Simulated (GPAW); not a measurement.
# NiO (Fm-3m): the O K absorption edge

What does one-electron theory with a core hole give for the O K edge of NiO (Fm-3m)?

Main program and level: GPAW 26.7.0; X-ray absorption from dipole matrix elements to empty bands, plane-wave PAW PBE+U.

## 1. The starting structure

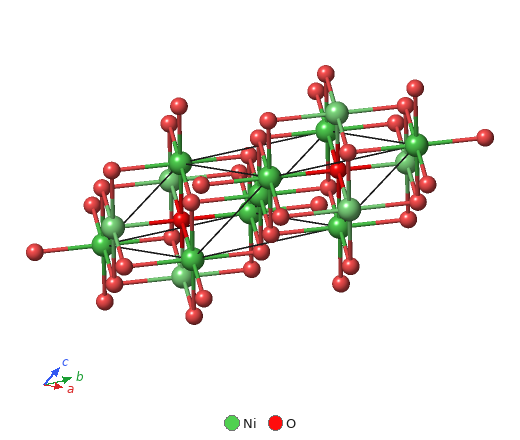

Start, viewed slightly off an axis; nickel green, oxygen red. Some periodic images of atoms are drawn too.

Coordinates:

```cif
data_structure
_symmetry_space_group_name_H-M 'P 1'
_symmetry_Int_Tables_number 1
_cell_length_a 5.1094
_cell_length_b 5.1094
_cell_length_c 5.1094
_cell_angle_alpha 33.557
_cell_angle_beta 33.557
_cell_angle_gamma 33.557
_cell_volume 36.30
loop_
_atom_site_label
_atom_site_type_symbol
_atom_site_fract_x
_atom_site_fract_y
_atom_site_fract_z
_atom_site_occupancy
Ni1 Ni 0.00000 0.00000 0.00000 1
Ni2 Ni 0.50000 0.50000 0.50000 1
O3 O 0.25000 0.25000 0.25000 1
O4 O 0.75000 0.75000 0.75000 1
```

## 2. Ground state of the crystal

The ground state comes first: it tells whether the system has a gap, which decides how the excited electron is treated.

Contents of scf.py:

```python
import numpy as np
from ase import Atoms
from ase.parallel import parprint, paropen
from gpaw import GPAW, PW, FermiDirac, Mixer, MixerDif, setup_paths
from gpaw.test import gen
setup_paths.insert(0, '.')
gen('O', name='nch1s', xcname='PBE', corehole=(1, 0, 0), write_xml=True)
from gpaw.mpi import world
world.barrier()

atoms = Atoms('Ni2O2',
    cell=[[2.08590164, 2.08590164, 4.17180328],
     [4.17180328, 2.08590164, 2.08590164],
     [2.08590164, 4.17180328, 2.08590164]],
    scaled_positions=[[0, 0, 0],
     [0.5, 0.5, 0.5],
     [0.25, 0.25, 0.25],
     [0.75, 0.75, 0.75]],
    magmoms=[2.0, -2.0, 0.0, 0.0],
    pbc=True)
atoms.calc = calc = GPAW(legacy_gpaw=True, mode=PW(500), xc='PBE', setups={'Ni': ':d,7', 2: 'nch1s'},
    kpts={'size': (10, 10, 10), 'gamma': True}, occupations=FermiDirac(0.05),
    charge=0, mixer=MixerDif(0.05, 8, 50), maxiter=150,
    convergence={'density': 0.0001}, txt='scf.txt')
energy = atoms.get_potential_energy() + calc.get_reference_energy()
ef = calc.get_fermi_level()
out = dict(energy=energy, fermi=ef, forces=atoms.get_forces().tolist(), magmoms=atoms.get_magnetic_moments().tolist())
parprint(f'all-electron energy {energy:.4f} eV, Fermi level {ef:.4f} eV')
ev = np.array([[calc.get_eigenvalues(k, s) for k in range(len(calc.get_ibz_k_points()))] for s in range(calc.get_number_of_spins())])
out['homo'], out['lumo'], out['counts'] = ev[ev < ef].max(), ev[ev > ef].min(), sorted(set((ev < ef).sum((0, 2)).tolist()))
out['filled'] = (ev[:, 0] < ef).sum(1).tolist()
import json
with paropen('out.json', 'w') as f:
    json.dump(out, f)
```

Command:

```sh
> OMP_NUM_THREADS=1 mpirun -n 2 gpaw python scf.py
```

Numbers of over 12 decimals in the logs are rounded to 6 here.

The log of the run:

```text
Input parameters:
  convergence: {density: 0.0001}
  kpts: {gamma: True,
         size: (10, 10, 10)}
  maxiter: 150
  mixer: {backend: pulay,
          beta: 0.05,
          method: difference,
          nmaxold: 8,
          weight: 50}
  mode: {ecut: 500.0,
         name: pw}
  occupations: {fixmagmom: False,
                name: fermi-dirac,
                width: 0.05}
  setups: {2: nch1s,
           Ni: :d,7}
  xc: PBE

Initialize ...

[... PAW data sets ...]

Reference energy: -86817.701611  # eV

Spin-polarized calculation.
Initial magnetic moment: 0.000000

[... convergence settings ...]
Symmetries present (total): 6
  [... symmetry matrices ...]

1000 k-points: 10 x 10 x 10 Monkhorst-Pack grid + [1/20,1/20,1/20]
116 k-points in the irreducible part of the Brillouin zone
       k-points in crystal coordinates                weights
   0:     0.00000000    0.00000000    0.00000000          1/1000
   1:     0.10000000    0.00000000   -0.10000000          6/1000
   2:     0.10000000    0.00000000    0.00000000          6/1000
   3:     0.10000000    0.10000000   -0.10000000          6/1000
   4:     0.10000000    0.10000000    0.00000000          6/1000
   5:     0.10000000    0.10000000    0.10000000          2/1000
   6:     0.20000000   -0.10000000   -0.10000000          6/1000
   7:     0.20000000    0.00000000   -0.20000000          6/1000
   8:     0.20000000    0.00000000   -0.10000000         12/1000
   9:     0.20000000    0.00000000    0.00000000          6/1000
          ...
 115:     0.50000000    0.50000000    0.50000000          1/1000

Wave functions: Plane wave expansion
  Cutoff energy: 500.000 eV
  Number of coefficients (min, max): 907, 954
  Pulay-stress correction: 0.000000 eV/Ang^3 (de/decut=0.000000)
  Using FFTW library
  Wavefunction extrapolation:
    Improved wavefunction reuse through dual PAW basis

Occupation numbers: Fermi-Dirac:
  width: 0.0500  # eV

Eigensolver
   Davidson(niter=2)

Densities:
  Coarse grid: 27*27*27 grid
  Fine grid: 54*54*54 grid
  Total Charge: 0.000000

Density mixing:
  Method: difference
  Backend: pulay
  Linear mixing parameter: 0.05
  old densities: 8
  Width of damping distribution: 1.1
  Damping of long wavelength oscillations: 50

[... Hamiltonian set-up ...]
Number of atoms: 4
Number of atomic orbitals: 32
Number of bands in calculation: 31
Number of valence electrons: 44
Bands to converge: occupied

... initialized

Initializing position-dependent things.

Density initialized from atomic densities
Creating initial wave functions:
  31 bands from LCAO basis set

                          O

                    Ni

             O

       Ni

Atomic positions and initial magnetic moments

Positions:
   0 Ni     0.000000    0.000000    0.000000    ( 0.0000,  0.0000,  2.0000)
   1 Ni     4.171803    4.171803    4.171803    ( 0.0000,  0.0000, -2.0000)
   2 O      2.085902    2.085902    2.085902    ( 0.0000,  0.0000,  0.0000)
   3 O      6.257705    6.257705    6.257705    ( 0.0000,  0.0000,  0.0000)

Unit cell:
           periodic     x           y           z      points  spacing
  1. axis:    yes    2.085902    2.085902    4.171803    27     0.0932
  2. axis:    yes    4.171803    2.085902    2.085902    27     0.0932
  3. axis:    yes    2.085902    4.171803    2.085902    27     0.0932

  Lengths:   5.109395   5.109395   5.109395
  Angles:   33.557310  33.557310  33.557310

Effective grid spacing dv^(1/3) = 0.1226

iter:   1   -18.819564                   -0.0000
iter:   2   -22.181996   -0.61  -1.25    -0.0000
iter:   3   -23.057475   -1.25  -1.25    -0.0000
iter:   4   -23.868770   -1.70  -1.44    -0.0000
iter:   5   -24.547533   -1.69  -1.76    -0.0000
iter:   6   -24.612214   -2.76  -1.80    -0.0000
iter:   7   -24.591491   -2.54  -2.29    +0.0000
iter:   8   -24.594627c  -3.68  -2.72    +0.0000
iter:   9   -24.597865c  -4.82  -2.75    +0.0000
iter:  10   -24.593526c  -3.65  -2.87    -0.0000
iter:  11   -24.593602c  -5.28  -3.44    +0.0000
iter:  12   -24.593494c  -4.99  -3.51    +0.0000
iter:  13   -24.593501c  -5.63  -3.82    +0.0000
iter:  14   -24.593533c  -5.93  -4.19c   -0.0000
iter:  15   -24.593524c  -7.05  -3.94    +0.0000
iter:  16   -24.593517c  -6.18  -4.04c   +0.0000
iter:  17   -24.593528c  -6.95  -4.57c   +0.0000
iter:  18   -24.593533c  -7.60c -4.90c   +0.0000

Converged after 18 iterations.

Dipole moment: (0.000000, 0.000000, 0.000000) |e|*Ang

Total magnetic moment: (0.000000, 0.000000, 0.000000)
Local magnetic moments:
   0 Ni ( 0.000000,  0.000000,  1.775224)
   1 Ni ( 0.000000,  0.000000, -1.775219)
   2 O  ( 0.000000,  0.000000, -0.000004)
   3 O  ( 0.000000,  0.000000, -0.000004)

Energy contributions relative to reference atoms: (reference = -86817.701611)

Kinetic:        +72.691897
Potential:      -59.106988
External:        +0.000000
XC:             -38.227232
Entropy (-ST):   -0.000000
Local:           +0.048790
SIC:             +0.000000
--------------------------
Free energy:    -24.593533
Extrapolated:   -24.593533

Spin contamination: 1.854928 electrons
Showing only first 2 kpts
                      Up                     Down
 Kpt  Band  Eigenvalues  Occupancy  Eigenvalues  Occupancy
  0    20      5.94070    1.00000      5.94070    1.00000
  0    21      5.94070    1.00000      5.94070    1.00000
  0    22      9.84716    0.00000      9.84716    0.00000
  0    23     12.01524    0.00000     12.01527    0.00000

  1    20      5.79007    1.00000      5.79008    1.00000
  1    21      6.28565    1.00000      6.28564    1.00000
  1    22     11.35979    0.00000     11.35979    0.00000
  1    23     11.81227    0.00000     11.81229    0.00000

Fermi level: 7.95622

Gap: 3.244 eV
Transition (v -> c):
  (s=0, k=115, n=21, [0.50, 0.50, 0.50]) -> (s=1, k=0, n=22, [0.00, 0.00, 0.00])
Direct/indirect transitions are different
Direct gap: 3.906 eV
Transition at: (s=0->1, k=0, n=21, [0.00, 0.00, 0.00])

Forces in eV/Ang:
  0 Ni    0.00000    0.00000    0.00000
  1 Ni   -0.00000   -0.00000   -0.00000
  2 O    -0.00351   -0.00351   -0.00351
  3 O     0.00351    0.00351    0.00351
Scalar-relativistic atomic PBE calculation for O (Oxygen, Z=8)
Core hole in 1s state (1s occupation: 2.0)
300 radial gridpoints.
|------------------------------------------------|
|------------------------------------------------|
[... the atom generator's iteration count ...]

Energy contributions:
-------------------------
Kinetic:      +74.889487
XC:            -8.275248
Potential:   -141.614183
-------------------------
Total:        -74.999944

state      eigenvalue         ekin         rmax
-----------------------------------------------
1s^2.0 :   -18.913699    29.145489        0.129
2s^2.0 :    -0.880545     3.220963        0.871
2p^4.0 :    -0.331818     2.539146        0.819
-----------------------------------------------
(units: Bohr and Hartree)

Generating PAW setup
Kinetic energy of the core from tauc = 58.337696
Cutoffs:
rc(s)=1.300
rc(p)=1.130
rc(d)=1.170
rc(vbar)=1.300
rc(comp)=1.260
rc(nct)=1.300

Kinetic energy of the core states: 58.290978
Charge: 0.0
Core electrons: 2.0
Valence electrons: 6.0
Pseudo-core charge: 0.000736
Shape function alpha=6.299
Pseudo-electron charge 5.680117
state    eigenvalue         norm
--------------------------------
2s(2) :    -0.880545     1.081993
*s    :     0.119455
2p(4) :    -0.331818     0.878848
*p    :     0.668182
*d    :     0.000000
--------------------------------

Diagonalizing with gridspacing h=0.050

state   all-electron     PAW
-------------------------------
2s:      -0.880545    -0.881653
2p:      -0.331818    -0.335594
*d:                    0.049820
*f:                    0.077145
-------------------------------
all-electron energy -86842.2951 eV, Fermi level 7.9562 eV
```

It took 2.1 min on 2 MPI ranks of Intel Xeon 6975P-C (Granite Rapids), shared host; peak memory 0.41 GiB; 4.2 min of CPU time.

The mesh shows a gap of 3.24 eV, so the hole is first treated in a charged cell, without the excited electron.

Site moments (μB): 1.77, -1.77, 0.00, 0.00.

## 3. Spectrum without a core hole, O atom 3

Without a hole the spectrum is the empty density of states of the right symmetry on the absorber, weighted by matrix elements. It needs only the small cell and serves as the baseline. The data set with a hole of occupation 0 only carries the core orbital.

The absorber has 6 Ni at 2.09 Å (octahedral, site symmetry m-3m).

Contents of xas.py:

```python
import numpy as np
from ase import Atoms
from ase.parallel import parprint, paropen
from gpaw import GPAW, PW, FermiDirac, Mixer, MixerDif, setup_paths
from gpaw.test import gen
setup_paths.insert(0, '.')
gen('O', name='nch1s', xcname='PBE', corehole=(1, 0, 0), write_xml=True)
from gpaw.mpi import world
world.barrier()

atoms = Atoms('Ni2O2',
    cell=[[2.08590164, 2.08590164, 4.17180328],
     [4.17180328, 2.08590164, 2.08590164],
     [2.08590164, 4.17180328, 2.08590164]],
    scaled_positions=[[0, 0, 0],
     [0.5, 0.5, 0.5],
     [0.25, 0.25, 0.25],
     [0.75, 0.75, 0.75]],
    magmoms=[2.0, -2.0, 0.0, 0.0],
    pbc=True)
atoms.calc = calc = GPAW(legacy_gpaw=True, mode=PW(500), xc='PBE', setups={'Ni': ':d,7', 2: 'nch1s'},
    kpts={'size': (10, 10, 10), 'gamma': True}, occupations=FermiDirac(0.02),
    charge=0, mixer=MixerDif(0.05, 8, 50), maxiter=150,
    convergence={'density': 0.0001}, txt='scf.txt')
energy = atoms.get_potential_energy() + calc.get_reference_energy()
ef = calc.get_fermi_level()
out = dict(energy=energy, fermi=ef, forces=atoms.get_forces().tolist(), magmoms=atoms.get_magnetic_moments().tolist())
parprint(f'all-electron energy {energy:.4f} eV, Fermi level {ef:.4f} eV')
ev = np.array([[calc.get_eigenvalues(k, s) for k in range(len(calc.get_ibz_k_points()))] for s in range(calc.get_number_of_spins())])
out['homo'], out['lumo'], out['counts'] = ev[ev < ef].max(), ev[ev > ef].min(), sorted(set((ev < ef).sum((0, 2)).tolist()))
out['filled'] = (ev[:, 0] < ef).sum(1).tolist()

from ase.units import Ha
from gpaw.xas import dipole_matrix_elements
nb = int(calc.get_number_of_electrons() / 2) + 35
top = nb
nscf = calc.fixed_density(kpts={'size': (6, 6, 6), 'gamma': True},
    convergence={'eigenstates': 1.0}, txt='nscf.txt')
nscf.diagonalize_full_hamiltonian(nbands=nb)
cell = atoms.cell.array
ops = [cell.T @ U.T @ np.linalg.inv(cell.T) for U in nscf.wfs.kd.symmetry.op_scc]
filled = [22, 22]  # bands filled in the ground state, by spin
E = np.arange(-25, 34, 0.1)
fwhm = np.interp(E, [4, 25], [0.9, 3.5])
Y, X, zero, highest = 0, 0, 1e9, 1e9
for spin in range(nscf.get_number_of_spins()):
    wfs = nscf.wfs
    A = dipole_matrix_elements(wfs.setups[2])
    eps = np.zeros((wfs.kd.nibzkpts, nb))
    d = np.zeros((3, A.shape[1], wfs.kd.nibzkpts, nb), complex)
    for kpt in wfs.kpt_u:
        if kpt.s == spin and 2 in kpt.P_ani:
            eps[kpt.k] = kpt.eps_n * Ha
            d[:, :, kpt.k] = (kpt.weight * wfs.nspins / 2) ** 0.5 * np.inner(A, kpt.P_ani[2])
    world.sum(eps)
    world.sum(d)
    T = np.einsum('amkn,bmkn->abkn', d, d.conj()).real
    T = sum(np.einsum('ai,ijkn,bj->abkn', R, T, R) for R in ops) / len(ops)
    empty = np.ones_like(eps, bool) & (np.arange(nb) >= filled[spin])
    zero, highest = min(zero, eps[empty].min()), min(highest, eps[:, top - 1].min())
    lines = [(eps, T, empty)] if spin == 0 else lines + [(eps, T, empty)]
for eps, T, empty in lines:
    f = np.einsum('aakn->akn', T).reshape(3, -1)
    x = eps.ravel() - zero
    w = np.interp(x, E, fwhm) / 2.35482
    g = np.exp(-0.5 * ((E[:, None] - x) / w) ** 2) / (w * (2 * np.pi) ** 0.5)
    Y = Y + (f * empty.ravel()) @ g.T
    X = X + (f * ~empty.ravel()) @ g.T
out.update(E=E.round(2).tolist(), xas=Y.tolist(), xes=X.tolist(), zero=zero, valid=highest - zero, nk=len(eps), nb=nb)
for i in range(0, len(E), 10):
    parprint(f'{E[i]:7.2f}', *(f'{v:10.3e}' for v in Y[:, i]))
import json
with paropen('out.json', 'w') as f:
    json.dump(out, f)
```

Command:

```sh
> OMP_NUM_THREADS=1 mpirun -n 2 gpaw python xas.py
```

The log of the run:

```text
Input parameters:
  convergence: {density: 0.0001}
  kpts: {gamma: True,
         size: (10, 10, 10)}
  maxiter: 150
  mixer: {backend: pulay,
          beta: 0.05,
          method: difference,
          nmaxold: 8,
          weight: 50}
  mode: {ecut: 500.0,
         name: pw}
  occupations: {fixmagmom: False,
                name: fermi-dirac,
                width: 0.02}
  setups: {2: nch1s,
           Ni: :d,7}
[...]
2s:      -0.880545    -0.881653
2p:      -0.331818    -0.335594
*d:                    0.049820
*f:                    0.077145
-------------------------------
all-electron energy -86842.2951 eV, Fermi level 8.2480 eV
 -25.00 1.147e-253 1.147e-253 1.147e-253
 -24.00 6.996e-244 6.996e-244 6.996e-244
 -23.00 2.722e-234 2.722e-234 2.722e-234
 -22.00 6.761e-225 6.761e-225 6.761e-225
[...]
32.00  1.710e-04  1.710e-04  1.710e-04
  33.00  1.403e-04  1.403e-04  1.403e-04
[key lines of the parts left out:]
Converged after 18 iterations.
Dipole moment: (0.000000, 0.000000, 0.000000) |e|*Ang
Free energy:    -24.593533
Fermi level: 8.24799
```

It took 3 min on 2 MPI ranks; peak memory 0.52 GiB.

The O K spectrum, O atom 3, no core hole (energy from the lowest empty level; intensity scaled to a mean of 1 over the first 20 eV):

```
E (eV)  intensity
  -2.0       0.00
  -0.5       0.00
   1.0       0.11
   2.5       1.30
   4.0       0.77
   5.5       1.55
   7.0       1.10
   8.5       3.52
  10.0       1.80
  11.5       0.34
  13.0       0.76
  14.5       0.98
  16.0       0.57
  17.5       0.33
  19.0       0.25
  20.5       0.29
  22.0       0.34
  23.5       0.30
  25.0       0.29
  26.5       0.58
  28.0       1.12
  29.5       1.43
  31.0       1.21
```

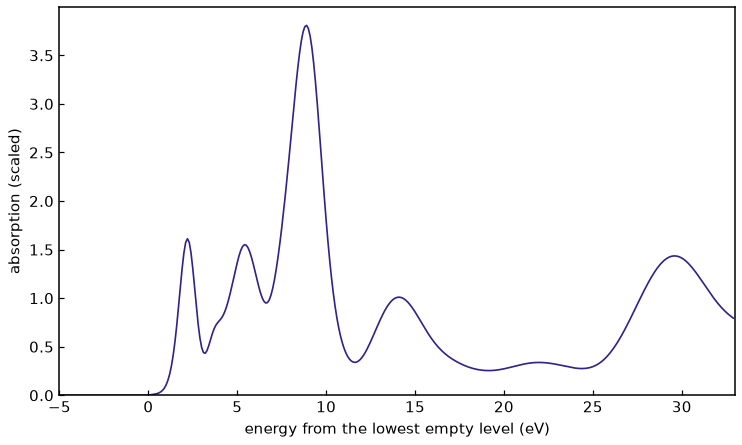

The O K edge, O atom 3, no core hole: main maxima at 2.2, 5.4 and 8.9 eV.

Main maxima below 24 eV (height): 2.2 eV (1.61), 5.4 eV (1.55), 8.9 eV (3.81) and 14.1 eV (1.01). A K edge sees empty p states; the first features are O p mixed into the empty d states of the Ni neighbours, and the broad ones above probably into the cations' higher empty bands.

The same matrix elements for filled bands give the O K emission of O atom 3 (ground-state approximation; energy from the lowest empty level, largest value 1):

```
E (eV)  emission
 -24.0      0.00
 -22.5      0.00
 -21.0      0.00
 -19.5      0.00
 -18.0      0.00
 -16.5      0.00
 -15.0      0.00
 -13.5      0.00
 -12.0      0.00
 -10.5      0.06
  -9.0      0.25
  -7.5      0.16
  -6.0      0.42
  -4.5      0.89
  -3.0      0.12
  -1.5      0.00
   0.0      0.00
   1.5      0.00
   3.0      0.00
```

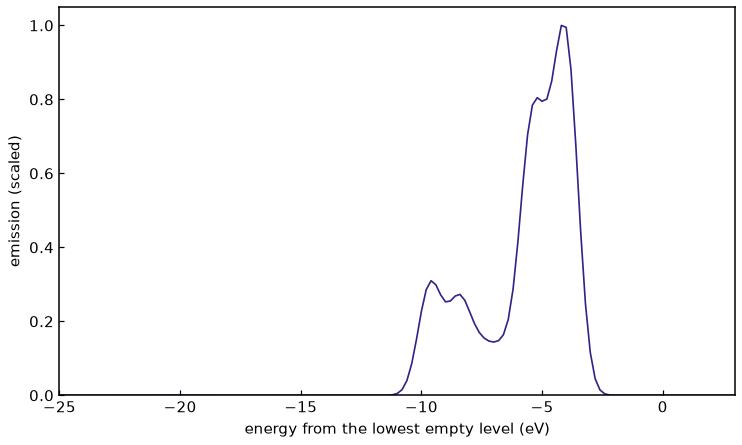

X-ray emission from the filled bands.

Emission maxima: -9.6 eV (0.31) and -4.2 eV (1.00).

## 4. Supercell without a hole, the energy reference

The photon energy needs a difference of total energies, so the cell and mesh of the coming hole run are first run without a hole.

scf.py, as its differences from that of step 2:

```diff
@@ -10,14 +10,26 @@
 
-atoms = Atoms('Ni2O2',
-    cell=[[2.08590164, 2.08590164, 4.17180328],
-     [4.17180328, 2.08590164, 2.08590164],
-     [2.08590164, 4.17180328, 2.08590164]],
+atoms = Atoms('Ni8O8',
+    cell=[[-4.17180328, 4.17180328, 0],
+     [-4.17180328, -4.17180328, 0],
+     [4.17180328, 0, 4.17180328]],
     scaled_positions=[[0, 0, 0],
+     [0.5, 0, 0],
      [0.5, 0.5, 0.5],
-     [0.25, 0.25, 0.25],
-     [0.75, 0.75, 0.75]],
-    magmoms=[2.0, -2.0, 0.0, 0.0],
+     [0, 0.5, 0.5],
+     [0.5, 0.5, 0],
+     [0, 0.5, 0],
+     [0, 0, 0.5],
+     [0.5, 0, 0.5],
+     [0.25, 0.75, 0.5],
+     [0.75, 0.75, 0.5],
+     [0.75, 0.25, 0],
+     [0.25, 0.25, 0],
+     [0.75, 0.25, 0.5],
+     [0.25, 0.25, 0.5],
+     [0.25, 0.75, 0],
+     [0.75, 0.75, 0]],
+    magmoms=[2.0, 2.0, 2.0, 2.0, -2.0, -2.0, -2.0, -2.0, 0.0, 0.0, 0.0, 0.0, 0.0, 0.0, 0.0, 0.0],
     pbc=True)
-atoms.calc = calc = GPAW(legacy_gpaw=True, mode=PW(500), xc='PBE', setups={'Ni': ':d,7', 2: 'nch1s'},
-    kpts={'size': (10, 10, 10), 'gamma': True}, occupations=FermiDirac(0.05),
+atoms.calc = calc = GPAW(legacy_gpaw=True, mode=PW(500), xc='PBE', setups={'Ni': ':d,7', 8: 'nch1s'},
+    kpts={'size': (3, 3, 3), 'gamma': True}, occupations=FermiDirac(0.02),
     charge=0, mixer=MixerDif(0.05, 8, 50), maxiter=150,
```

Command:

```sh
> OMP_NUM_THREADS=1 mpirun -n 2 gpaw python scf.py
```

The log of the run:

```text
Input parameters:
  convergence: {density: 0.0001}
  kpts: {gamma: True,
         size: (3, 3, 3)}
  maxiter: 150
  mixer: {backend: pulay,
          beta: 0.05,
          method: difference,
          nmaxold: 8,
          weight: 50}
  mode: {ecut: 500.0,
         name: pw}
  occupations: {fixmagmom: False,
                name: fermi-dirac,
                width: 0.02}
  setups: {8: nch1s,
           Ni: :d,7}
[...]
2s(2) :    -0.880545     1.081993
*s    :     0.119455
2p(4) :    -0.331818     0.878848
*p    :     0.668182
*d    :     0.000000
--------------------------------

Diagonalizing with gridspacing h=0.050

state   all-electron     PAW
-------------------------------
2s:      -0.880545    -0.881653
2p:      -0.331818    -0.335594
*d:                    0.049820
*f:                    0.077145
-------------------------------
all-electron energy -347369.1172 eV, Fermi level 7.1462 eV
[key lines of the parts left out:]
Converged after 23 iterations.
Dipole moment: (0.000000, -0.000000, 0.000000) |e|*Ang
Free energy:    -98.311122
Fermi level: 7.14624
```

Wall time 76 s (2 MPI ranks); peak memory 0.54 GiB; 2.5 min of CPU time.

Reference energy: -347369.117 eV with the cores included.

(Continued in part 2 of 2.)

[Banner, clock and machine lines of the logs are left out without a mark of their own.]

[Logs are printed without paths, hosts, clocks, repeated set-up lines and the standing remarks that a program may print on its own settings, such as how far it seeks lower states.]

[Hosts, paths, dates, database ids (printed as entryN), source tags and the programs' standing remarks are cut or masked in the printed files.]

[Lists of maxima count a maximum above −3 eV only where it reaches 4 % of the highest in the window and stands out from its surroundings by 2 % of it (1.5 % where it reaches 55 %); shoulders and weaker maxima are passed over, and of the rest the first, up to two pre-edge ones and the few strongest are named.]
